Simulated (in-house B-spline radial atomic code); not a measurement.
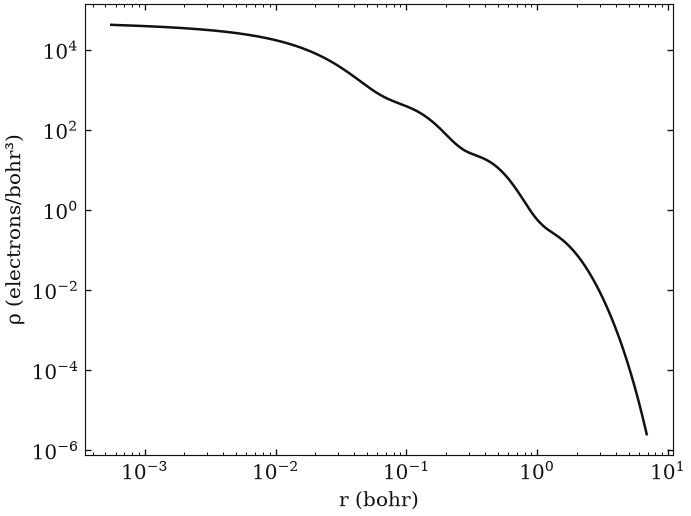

System: atomic krypton (Kr), configuration [Ar] 3d10 4s2 4p6. Computed with an in-house B-spline radial code: Dirac-Hartree-Fock, average of configuration, Fermi nucleus, basis-set limit.

```
Z = 36
electrons = 36.0
configuration = [Ar] 3d10 4s2 4p6
hamiltonian = dirac
method = hf
spin_polarised = False
nucleus = fermi
rms_radius = 4.1884
mass_number = 84
atomic_mass = 83.91149772708
speed_of_light = 137.035999084
```

The plot shows the electron density ρ(r) on a logarithmic scale.

Q: Read the plot.

Answer: The density falls from 42000 electrons/bohr³ at the inner end (r = 0.00056 bohr) to 0.001 at r = 4.02 bohr, a common measure of the size of an atom or ion. The steps in the slope mark the shells; the radial density has its minima at 0.060 and 0.27 bohr.
